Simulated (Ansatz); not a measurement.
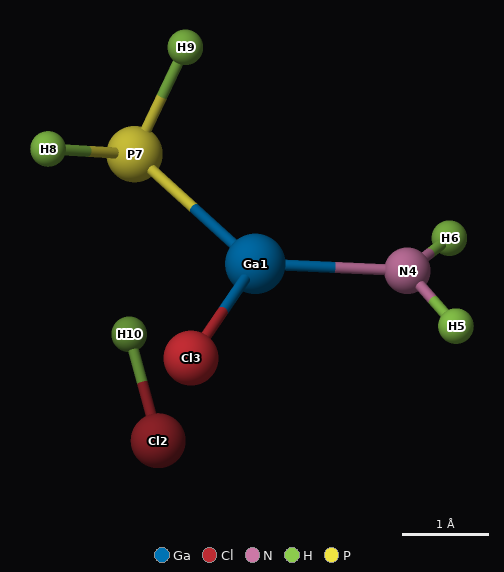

Starting structure of GaPNH5Cl2. The picture is a ball-and-stick view, seen at a tilt.

The run prepares an end point of a later path (reaction) calculation, from a guessed geometry.

Method: RKS PBE0-D4/def2-SVP (Ansatz 0.2.0).

Input file:
```yaml
crystal:
  periodic: [false, false, false]
  atoms:
    - { symbol: Ga, position_ang: [0.076431, 0.650654, -0.279192] }
    - { symbol: Cl, position_ang: [-0.474672, -0.219848, 3.000362] }
    - { symbol: Cl, position_ang: [1.731101, -0.679173, -0.673935] }
    - { symbol: "N", position_ang: [-1.47847, 0.183894, -1.062049] }
    - { symbol: H, position_ang: [-1.596148, -0.718785, -1.508314] }
    - { symbol: H, position_ang: [-2.364054, 0.646885, -0.897946] }
    - { symbol: P, position_ang: [0.404437, 2.578838, 0.924824] }
    - { symbol: H, position_ang: [1.818892, 2.595986, 0.719689] }
    - { symbol: H, position_ang: [0.108142, 3.474692, -0.153094] }
    - { symbol: H, position_ang: [-0.42866, 1.112357, 2.929955] }
basis:
  gaussian: { orbitals: def2-SVP }
hamiltonian:
  xc: pbe0
  dispersion: d4
relax:
  f_tol: 0.03
  max_steps: 50
output:
  orbitals: {}
```

Launched with:
```bash
ansatz run input.yaml --threads 4 --pin off --max-ram 5120MiB --backend cpu --events-out ev --progress --plain --runs-dir out
```

### What does the optimiser find from here?

H8 moves most after the best rigid fit: 0.47 Å. Largest moves by element: H 0.47 Å, Cl 0.39 Å, P 0.16 Å, Ga 0.16 Å, N 0.09 Å. Near-neighbour distances that change, for instance: Ga1–Cl2 3.438 → 3.064 Å, Cl2–H10 1.335 → 1.297 Å, Ga1–P7 2.297 → 2.317 Å, P7–H8 1.429 → 1.425 Å. Bond angles that change, for instance: Cl3–Ga1–P7 120.2° → 117.9°. Groups turn about Ga1–P7 by about 30°. Over 12 accepted moves (13 points after the start) the energy falls by 1.18 kcal/mol. Largest force component: 1.1 eV/Å at the start, 0.012 eV/Å at the end. The line search rejected the trial step at point 12 of the run. The forces were under the threshold at step 11, but the run went on from there. The run took 36 s on 4 threads of Arm Neoverse V2 (shared host), peak memory 0.35 GiB.

Step by step:

| step | E − E(0), kcal/mol | largest force component, eV/Å | note |
| --- | --- | --- | --- |
| 0 | 0.00 | 1.0966 |  |
| 1 | -0.56 | 0.4824 |  |
| 2 | -0.59 | 0.3409 |  |
| 3 | -0.76 | 0.4255 |  |
| 4 | -0.82 | 0.3690 |  |
| 5 | -0.84 | 0.1183 |  |
| 6 | -0.92 | 0.2049 |  |
| 7 | -1.09 | 0.1101 |  |
| 8 | -1.12 | 0.0936 |  |
| 9 | -1.12 | 0.0344 |  |
| 10 | -1.16 | 0.0852 |  |
| 11 | -1.18 | 0.0110 |  |
| 12 | -1.18 | 0.0651 | rejected |
| 13 | -1.18 | 0.0124 |  |

The structure at the end:

```xyz
10

Ga    0.0876    0.6031   -0.1295
Cl   -0.6633   -0.2423    2.7186
Cl    1.6810   -0.8424   -0.3264
N    -1.4091    0.2419   -1.0742
H    -1.5951   -0.6907   -1.4241
H    -2.2592    0.7852   -0.9850
P     0.5586    2.5934    0.9598
H     1.8030    2.7969    0.2952
H    -0.1989    3.4206    0.0772
H    -0.2077    0.9598    2.8887
```

The end point in the same view:

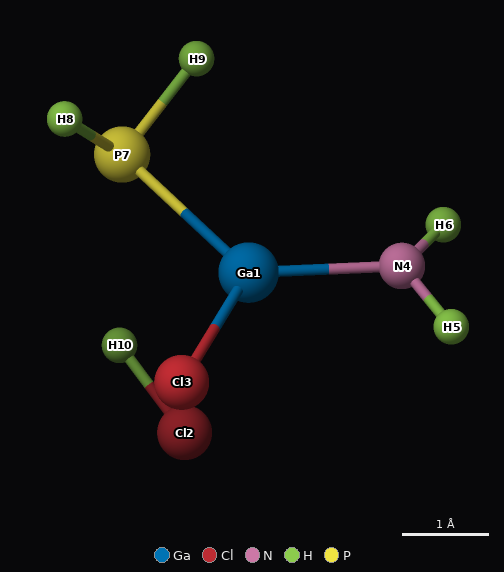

Limits of the set-up: the start holds two separate molecules, 2.6 Å apart at their closest, whose relative position is a soft coordinate.
